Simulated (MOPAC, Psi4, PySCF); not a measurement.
Interaction energy of H6Si2 ··· Cl- (SMILES [SiH3][SiH3] and [Cl-]) (charge -1). Monomers: optimised at B3LYP-D3(BJ) (def2-TZVP), held rigid. Orientation: lowest of the rigid-body minima from ten starts at GFN2-xTB. Only R, the distance of the centres of mass, is varied, so the lowest point isn't the relaxed dimer.

Geometry at R = 3.20 Å (first 8 atoms: monomer A):
```
9

Si    -1.1692     0.0258     0.0798
Si     1.1692    -0.0258    -0.0798
H     -1.7744     0.1460    -1.2690
H     -1.6035     1.1834     0.8991
H     -1.6691    -1.2182     0.7144
H      1.6683     1.2134    -0.7243
H      1.6040    -1.1896    -0.8900
H      1.7747    -0.1351     1.2698
Cl    -0.3713    -0.2372     3.1745
```

- RHF/6-31G* = restricted Hartree-Fock/6-31G*, spherical d, no counterpoise correction (PySCF)
- PBE/def2-TZVPD, counterpoise-corrected (Psi4)
- RKS-B3LYP/3-21G = restricted B3LYP/3-21G, no counterpoise correction in PySCF
- SCS-MP2/aug-cc-pVDZ = DF-SCS-MP2/aug-cc-pVDZ, frozen core, counterpoise-corrected in Psi4 1.11
- AM1, restricted, heats of formation (MOPAC)

Interaction energies in kJ/mol (negative: bound); R is the distance of the centres of mass, d the H8···Cl9 distance.

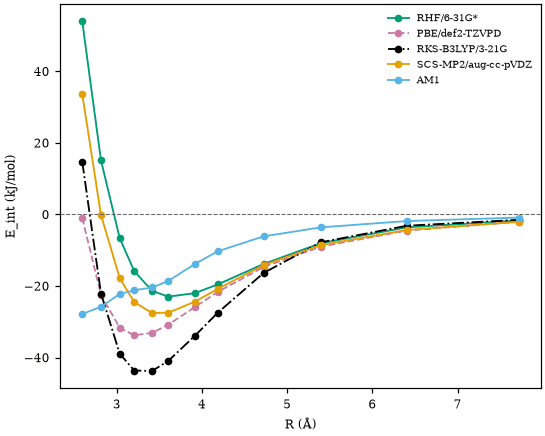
Interaction energy against separation.

```json
[
 {"R / Å": "2.59", "d / Å": "2.45", "RHF/6-31G*": "53.93", "PBE/def2-TZVPD": "-0.94", "RKS-B3LYP/3-21G": "14.73", "SCS-MP2/aug-cc-pVDZ": "33.66", "AM1": "-27.85"},
 {"R / Å": "2.81", "d / Å": "2.59", "RHF/6-31G*": "15.09", "PBE/def2-TZVPD": "-22.52", "RKS-B3LYP/3-21G": "-22.11", "SCS-MP2/aug-cc-pVDZ": "-0.17", "AM1": "-25.79"},
 {"R / Å": "3.03", "d / Å": "2.75", "RHF/6-31G*": "-6.67", "PBE/def2-TZVPD": "-31.69", "RKS-B3LYP/3-21G": "-38.93", "SCS-MP2/aug-cc-pVDZ": "-17.81", "AM1": "-22.23"},
 {"R / Å": "3.20", "d / Å": "2.87", "RHF/6-31G*": "-15.83", "PBE/def2-TZVPD": "-33.80", "RKS-B3LYP/3-21G": "-43.63", "SCS-MP2/aug-cc-pVDZ": "-24.48", "AM1": "-21.19"},
 {"R / Å": "3.41", "d / Å": "3.03", "RHF/6-31G*": "-21.37", "PBE/def2-TZVPD": "-33.09", "RKS-B3LYP/3-21G": "-43.75", "SCS-MP2/aug-cc-pVDZ": "-27.57", "AM1": "-20.42"},
 {"R / Å": "3.60", "d / Å": "3.18", "RHF/6-31G*": "-22.98", "PBE/def2-TZVPD": "-30.81", "RKS-B3LYP/3-21G": "-40.93", "SCS-MP2/aug-cc-pVDZ": "-27.45", "AM1": "-18.59"},
 {"R / Å": "3.91", "d / Å": "3.43", "RHF/6-31G*": "-22.01", "PBE/def2-TZVPD": "-25.91", "RKS-B3LYP/3-21G": "-33.96", "SCS-MP2/aug-cc-pVDZ": "-24.42", "AM1": "-13.87"},
 {"R / Å": "4.18", "d / Å": "3.66", "RHF/6-31G*": "-19.57", "PBE/def2-TZVPD": "-21.65", "RKS-B3LYP/3-21G": "-27.48", "SCS-MP2/aug-cc-pVDZ": "-20.81", "AM1": "-10.30"},
 {"R / Å": "4.72", "d / Å": "4.13", "RHF/6-31G*": "-13.83", "PBE/def2-TZVPD": "-14.68", "RKS-B3LYP/3-21G": "-16.33", "SCS-MP2/aug-cc-pVDZ": "-14.14", "AM1": "-6.12"},
 {"R / Å": "5.39", "d / Å": "4.74", "RHF/6-31G*": "-8.02", "PBE/def2-TZVPD": "-9.01", "RKS-B3LYP/3-21G": "-7.79", "SCS-MP2/aug-cc-pVDZ": "-8.59", "AM1": "-3.61"},
 {"R / Å": "6.40", "d / Å": "5.67", "RHF/6-31G*": "-3.60", "PBE/def2-TZVPD": "-4.50", "RKS-B3LYP/3-21G": "-3.15", "SCS-MP2/aug-cc-pVDZ": "-4.34", "AM1": "-1.84"},
 {"R / Å": "7.72", "d / Å": "6.93", "RHF/6-31G*": "-1.70", "PBE/def2-TZVPD": "-2.07", "RKS-B3LYP/3-21G": "-1.49", "SCS-MP2/aug-cc-pVDZ": "-2.05", "AM1": "-0.87"}
]
```

Lowest grid point: RHF/6-31G* -22.98 kJ/mol at R = 3.60 Å; PBE/def2-TZVPD -33.80 kJ/mol at R = 3.20 Å; RKS-B3LYP/3-21G -43.75 kJ/mol at R = 3.41 Å; SCS-MP2/aug-cc-pVDZ -27.57 kJ/mol at R = 3.41 Å; AM1 -27.85 kJ/mol at R = 2.59 Å.
